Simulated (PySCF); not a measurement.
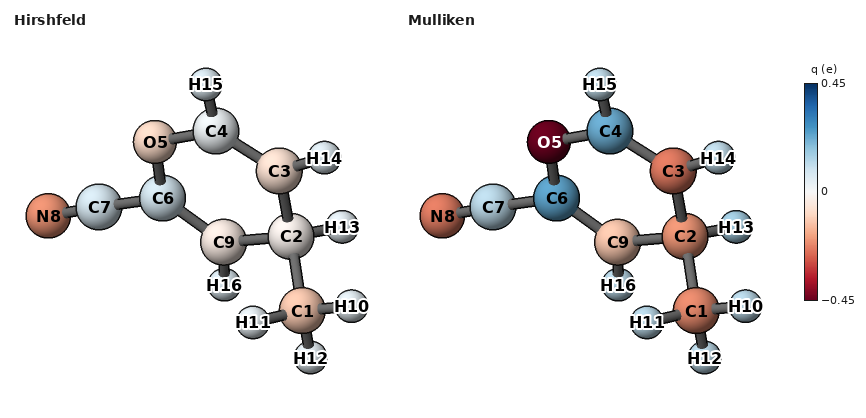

Atomic charges of one calculation by 2 schemes, on one colour scale. Computed geometry: GFN2-xTB optimisation. No frequency run is at hand to confirm it as a minimum. Level of theory: PBE0/pcSseg-1 (PySCF 2.14.0).

### Which scheme gives the most polar picture (largest mean size of the charges)?

The Mulliken charges are the largest in size here.

### On which atom do the schemes disagree most?

On O5 (from −0.44 to −0.09 e).

List the charges (e), one line for each set of equivalent atoms.

```
atom  Hirshfeld  Mulliken
  C1      −0.12     −0.21
  C2      −0.02     −0.20
  C3      −0.07     −0.23
  C4       0.02      0.22
  O5      −0.09     −0.44
  C6       0.08      0.24
  C7       0.08      0.12
  N8      −0.20     −0.23
  C9      −0.04     −0.12
 H10       0.05      0.12
 H11       0.04      0.12
 H12       0.04      0.12
 H13       0.04      0.15
 H14       0.05      0.11
 H15       0.07      0.11
 H16       0.06      0.12
```
